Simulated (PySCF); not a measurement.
Consider C5H11FSi (SMILES C/C(F)=C(\C)C[SiH3]).

```xyz
18

C     2.4852    0.5681   -0.1197
C     1.0291    0.7272   -0.4207
F     0.6833    2.0267   -0.6799
C     0.0794   -0.2008   -0.4696
C     0.3733   -1.6417   -0.1865
C    -1.3432    0.1349   -0.7816
Si   -2.3123    0.5639    0.8081
H     2.9814    1.5242   -0.2667
H     2.6388    0.2553    0.9129
H     2.9431   -0.1684   -0.7775
H    -0.3964   -2.0499    0.4660
H     1.3410   -1.7748    0.2872
H     0.3602   -2.2148   -1.1141
H    -1.8128   -0.7090   -1.2882
H    -1.3857    0.9902   -1.4563
H    -2.2470   -0.5755    1.7297
H    -1.7191    1.7364    1.4448
H    -3.7069    0.8144    0.4406
```

Geometry: GFN2-xTB.

Method: PySCF, CAM-B3LYP/def2-SVPD, SCF density, gas phase.

Question: What will maps of the electron density and electron localisation function show?

Answer: C–C (1.33 Å): ρ at the midpoint is about 2.3 e/Å³; the ELF peaks at about 0.95 between the atoms; a multiple bond.
C–F (1.37 Å): the density is about 2.1 e/Å³ at the midpoint, with its minimum of 1.6 e/Å³ about 0.5 Å from C; the ELF peaks at about 0.85 between the atoms: a shared but strongly polarised pair.
C–H (1.09 Å): ρ at the midpoint is about 2 e/Å³; the ELF climbs to about 1 towards the hydrogen, as it does in any bond to H; a covalent bond by its length.
C–C (1.49 Å): ρ is about 1.7 e/Å³ halfway; the ELF peaks at about 0.95 between the atoms (a shared electron pair).

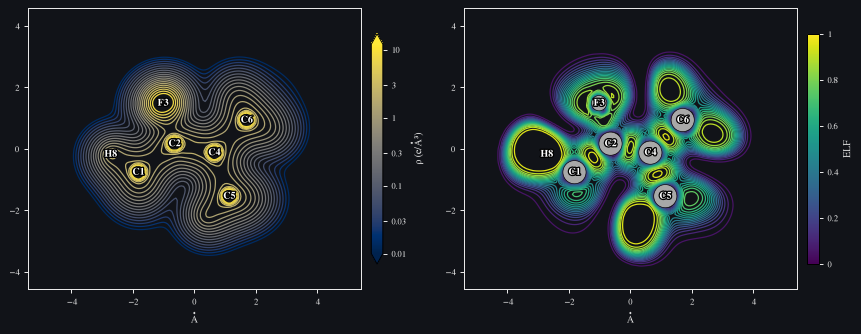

Computed electron density and electron localisation function on the plane of atoms C5, C4 and C6, in this order. Grey discs cover the atomic cores in the ELF map. 
